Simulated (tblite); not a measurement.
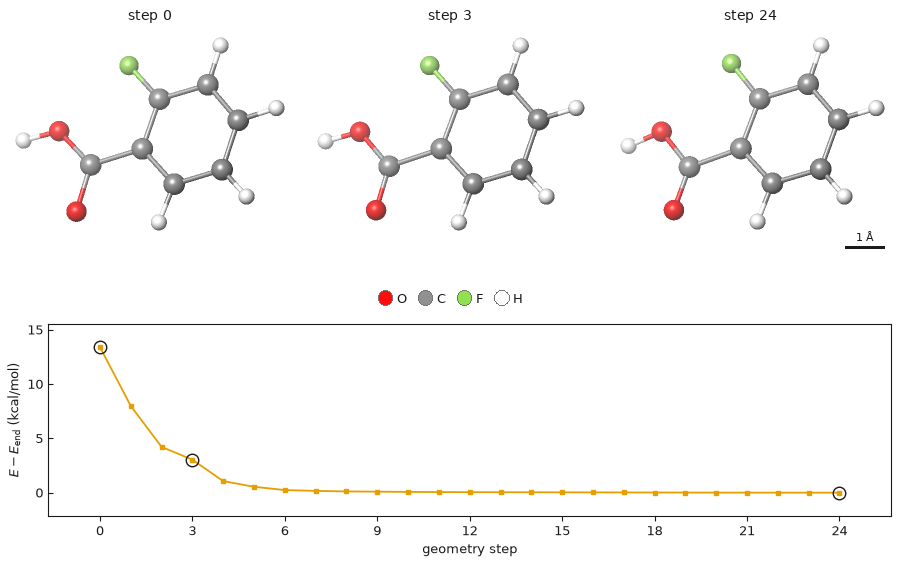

Frames of a relaxation of C7H5FO2, marked on the history of the run. A ball-and-stick model, seen from a free direction.

Level of theory: GFN2-xTB geometry optimisation, gas phase in tblite 0.8.0. 

Q: What happens along the run?

A: The atom that moves furthest after the best rigid fit is an H atom (0.22 Å). Largest moves by element: H 0.22 Å, O 0.09 Å, F 0.09 Å, C 0.06 Å. Some distances before and after: C–O 1.288 → 1.206 Å, C–O 1.386 → 1.334 Å, H–O 1.011 → 0.970 Å, C–C 1.369 → 1.387 Å. Bond angles that change, for instance: C–O–H 123.4° → 110.4°, O–C–C 121.1° → 114.1°, O–C–C 117.9° → 123.4°. The energy falls by 13.4 kcal/mol in 24 geometry steps. From step 0 to 3: an H atom moves most (0.07 Å), energy −10.4 kcal/mol. From step 3 to 24: an H atom moves most (0.16 Å), energy −3.03 kcal/mol.
